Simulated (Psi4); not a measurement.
**SiClF2 (SMILES F[Si](F)Cl): UB3LYP/def2-TZVP (sweep point 3)**

What is the vertical ionisation energy of SiClF2 at UB3LYP/def2-TZVP (sweep point 3)? The job is set up through a Python script.

Program for the calculation: Psi4 1.11.

## Step 1: The structure to begin with

SiClF2: 4 atoms, total charge 0, spin state doublet. SMILES: `F[Si](F)Cl`. The coordinates come from a PBE0-D4/def2-TZVP relaxation.

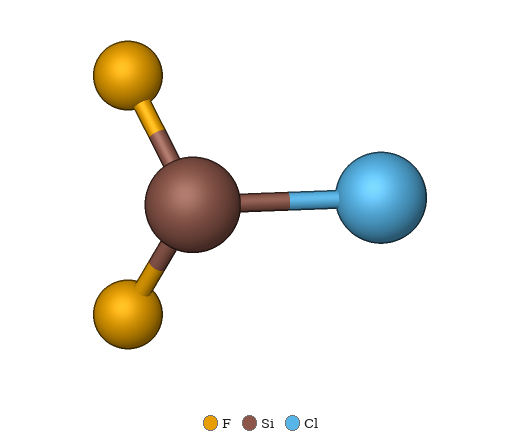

The structure, seen from a chosen angle (fluorine amber, silicon brown, chlorine blue).

## Step 2: The energy at UB3LYP/def2-TZVP (sweep point 3)

Input file clf2si.py:

```python
import psi4

psi4.set_memory(1600000000)
psi4.set_num_threads(1)
psi4.set_output_file('run.log', False)

m = psi4.geometry("""
0 2
F      1.308200     0.129000     0.798000
Si     0.221200    -0.316500    -0.265700
F     -0.871800    -1.157400     0.514900
Cl    -0.657600     1.344900    -1.047300
symmetry c1
""")

psi4.set_options({
    'reference': 'uks',
    'puream': True,
    'scf_type': 'pk',
    'dft_radial_points': 99,
    'dft_spherical_points': 590,
    'maxiter': 150,
})

E = psi4.energy('b3lyp/def2-TZVP', molecule=m)
print('E =', round(E, 9))
```

The run is started by

```
$ python clf2si.py
```

run.log:

```text
[...]
  Running in c1 symmetry.
[...]
  Nuclear repulsion =  217.599299908054007
[...]
  Multiplicity = 2
[...]
  Nalpha       = 25
  Nbeta        = 24
[...]
    Number of basis functions: 136
[...]
   @UKS iter   1:  -949.53805384270481   -2.51343e-01   4.89771e-03 DIIS/ADIIS
[...]
   @UKS iter   8:  -949.65876114286800   -2.20832e-07   8.30026e-07 DIIS
[...]
   @S^2 Observed:                7.514497713E-01
[...]
    Orbital Energies [Eh]
    ---------------------
    Alpha Occupied:
       1A   -101.547990     2A    -66.229250     3A    -24.710051
       4A    -24.710029     5A     -9.481790     6A     -7.241718
       7A     -7.235877     8A     -7.235423     9A     -5.380555
      10A     -3.740317    11A     -3.738491    12A     -3.738289
      13A     -1.236874    14A     -1.218417    15A     -0.861792
      16A     -0.594026    17A     -0.530851    18A     -0.502504
      19A     -0.497569    20A     -0.468392    21A     -0.453619
      22A     -0.445453    23A     -0.369523    24A     -0.362532
      25A     -0.265981
    Alpha Virtual:
[...]
  @UKS Final Energy:  -949.65876114286800
   => Energetics <=
    Nuclear Repulsion Energy =            217.5992999080540073
    One-Electron Energy =               -1748.9103515702877303
    Two-Electron Energy =                 638.3046581420475150
    DFT Exchange-Correlation Energy =     -56.6523676226818509
    Empirical Dispersion Energy =           0.0000000000000000
    VV10 Nonlocal Energy =                  0.0000000000000000
    Total Energy =                       -949.6587611428680020
[...]
 Multipole Moments:
 ------------------------------------------------------------------------------------
     Multipole            Electronic (a.u.)      Nuclear  (a.u.)        Total (a.u.)
 ------------------------------------------------------------------------------------
 L = 1.  Multiply by 2.5417464519 to convert [e a0] to [Debye]
 Dipole X            :          0.1519621           -0.0394346            0.1125274
 Dipole Y            :         -0.3536676            0.2454116           -0.1082560
 Dipole Z            :          0.4352391           -0.8120431           -0.3768040
 Magnitude           :                                                    0.4078762
[...]
```

On the terminal:

```text
E = -949.658761143
```

Wall time 21 s (1 thread of Intel Xeon Platinum 8375C at 2.90GHz (Ice Lake), shared host); peak memory 0.99 GiB.

## Step 3: The singlet cation

Input file calc.py:

```python
import psi4

psi4.set_memory('1600 MB')
psi4.set_num_threads(1)
psi4.core.set_output_file('psi4.out', False)

mol = psi4.geometry("""
1 1
F      1.308200     0.129000     0.798000
Si     0.221200    -0.316500    -0.265700
F     -0.871800    -1.157400     0.514900
Cl    -0.657600     1.344900    -1.047300
symmetry c1
""")

psi4.set_options({
    'puream': True,
    'scf_type': 'pk',
    'dft_radial_points': 99,
    'dft_spherical_points': 590,
})

E, wfn = psi4.energy("b3lyp/def2-TZVP", return_wfn=True)
print(f'b3lyp/def2-TZVP energy: {E:.10f} Eh')
for k, v in sorted(psi4.core.scalar_variables().items()):
    print(f'{k:45s} {v:18.10f}')
```

The run is started by

```
$ python calc.py
```

psi4.out:

```text
[...]
  Running in c1 symmetry.
[...]
  Nuclear repulsion =  217.599299908054007
[...]
  Multiplicity = 1
[...]
  Nalpha       = 24
  Nbeta        = 24
[...]
    Number of basis functions: 136
[...]
   @RKS iter   1:  -949.16895075367825    1.17760e-01   4.60784e-03 DIIS/ADIIS
[...]
   @RKS iter   8:  -949.29107441258748   -1.23282e-07   6.14411e-07 DIIS
[...]
    Orbital Energies [Eh]
    ---------------------
    Doubly Occupied:
       1A   -101.819781     2A    -66.555882     3A    -24.971495
       4A    -24.971481     5A     -9.749401     6A     -7.511232
       7A     -7.502826     8A     -7.501755     9A     -5.700115
      10A     -4.062830    11A     -4.057016    12A     -4.056613
      13A     -1.486422    14A     -1.467107    15A     -1.110881
      16A     -0.841310    17A     -0.774224    18A     -0.748332
      19A     -0.741176    20A     -0.711228    21A     -0.697741
      22A     -0.690046    23A     -0.609678    24A     -0.602446
[...]
  @RKS Final Energy:  -949.29107441258748
   => Energetics <=
    Nuclear Repulsion Energy =            217.5992999080540073
    One-Electron Energy =               -1735.7238185189796695
    Two-Electron Energy =                 625.1785238910931639
    DFT Exchange-Correlation Energy =     -56.3450796927550144
    Empirical Dispersion Energy =           0.0000000000000000
    VV10 Nonlocal Energy =                  0.0000000000000000
    Total Energy =                       -949.2910744125874771
[...]
 Multipole Moments:
 ------------------------------------------------------------------------------------
     Multipole            Electronic (a.u.)      Nuclear  (a.u.)        Total (a.u.)
 ------------------------------------------------------------------------------------
 L = 1.  Multiply by 2.5417464519 to convert [e a0] to [Debye]
 Dipole X            :          0.5114704           -0.0394346            0.4720358
 Dipole Y            :         -0.8103505            0.2454116           -0.5649389
 Dipole Z            :         -0.2581967           -0.8120431           -1.0702398
 Magnitude           :                                                    1.2989946
[...]
```

The script printed:

```text
b3lyp/def2-TZVP energy: -949.2910744126 Eh
CURRENT ENERGY                                   -949.2910744126
CURRENT REFERENCE ENERGY                         -949.2910744126
DD SOLVATION ENERGY                                 0.0000000000
DFT FUNCTIONAL TOTAL ENERGY                      -949.2910744126
DFT TOTAL ENERGY                                 -949.2910744126
DFT VV10 ENERGY                                     0.0000000000
DFT XC ENERGY                                     -56.3450796928
GRID ELECTRONS ALPHA                               23.9999987210
GRID ELECTRONS BETA                                23.9999987210
GRID ELECTRONS TOTAL                               47.9999974421
NUCLEAR REPULSION ENERGY                          217.5992999081
ONE-ELECTRON ENERGY                             -1735.7238185190
PCM POLARIZATION ENERGY                             0.0000000000
PE ENERGY                                           0.0000000000
SCF ITERATION ENERGY                             -949.2910744126
SCF ITERATIONS                                      8.0000000000
SCF TOTAL ENERGY                                 -949.2910744126
TWO-ELECTRON ENERGY                               625.1785238911
XC GRID RADIAL POINTS                              99.0000000000
XC GRID SPHERICAL POINTS                          590.0000000000
XC GRID TOTAL POINTS                           223385.0000000000
```

Run time: 15 s. Hardware: 1 thread of Intel Xeon Platinum 8375C at 2.90GHz (Ice Lake), shared host; peak memory 0.98 GiB.

## Step 4: Outcome

Level: UB3LYP/def2-TZVP (sweep point 3).

| quantity | value |
| --- | --- |
| doublet SiClF2: total energy | -949.65876 Eh |
| doublet SiClF2: dipole moment | 1.04 D |
| doublet SiClF2: HOMO energy (highest over α and β) | -7.24 eV |
| doublet SiClF2: LUMO energy (lowest over α and β) | -3.79 eV |
| doublet SiClF2: ⟨S²⟩ | 0.751 |
| singlet cation: total energy | -949.29107 Eh |
| singlet cation: HOMO energy | -16.39 eV |
| singlet cation: LUMO energy | -12.57 eV |
| singlet cation: HOMO–LUMO gap | 3.82 eV |
| vertical ionisation energy (to the singlet cation) | 10.005 eV |

**Reading.** The vertical ionisation energy comes to 10.01 eV (231 kcal/mol). Only the singlet of the ionised species was computed; a triplet could lie lower.
